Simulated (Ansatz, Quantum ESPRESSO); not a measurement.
# Nb(110), 5 layers against a metal electrode: the electrode's level over the Fermi level at a withheld member of a series

How the rows were computed: Quantum ESPRESSO 7.5, PBE, GBRV ultrasoft. The slab is relaxed neutral, then held. ESM with bc3: vacuum below and a metal electrode about 6 Å above the top atoms. Cold smearing of 0.02 Ry. Charges are set per cell from the starting area. The slabs take the lattice constants of the bulk relaxed by the same program. The series steps the charge of the slab (positive: electrons removed).

| charge of the slab | electrode's level over the Fermi level (eV) |
| --- | --- |
| 1 ×10¹³ e/cm² | 5.286 |
| 2 ×10¹³ e/cm² | 6.009 |
| 3 ×10¹³ e/cm² | 6.740 |
| 4.5 ×10¹³ e/cm² | 7.847 |
| 6 ×10¹³ e/cm² | 8.967 |
| 8 ×10¹³ e/cm² | 10.477 |

One more run was made and is withheld. What is the electrode's level over the Fermi level at 7 ×10¹³ e/cm²?

**Fit.** The rows at 6 ×10¹³ e/cm² and 8 ×10¹³ e/cm² give a slope of (10.477 − (8.967))/(8 − (6)) = 0.755, so a straight line gives 9.722 eV. A parabola through these and the row at 4.5 ×10¹³ e/cm² gives 9.720 eV.

**The withheld run.** 9.719 eV. The line misses by +0.003 and the parabola by +0.001 eV. Both misses are under 5 % of the step from the nearer row.

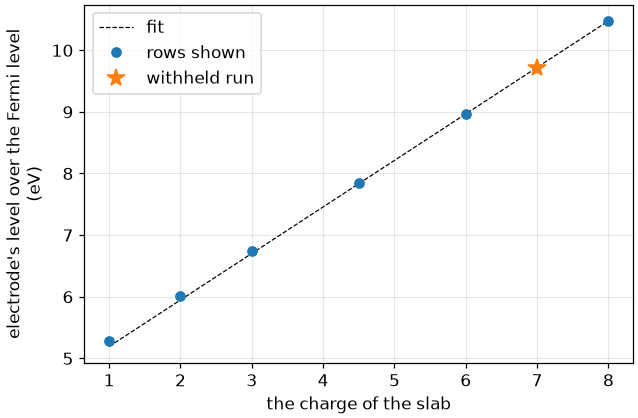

The rows shown, the fit and the withheld run.

**Limits.** Vacuum fills the gap; ions don't answer the charge; added electrons can spill towards the electrode at the most negative charges. Members without a usable value, or on the other side of zero field or charge, are not listed.
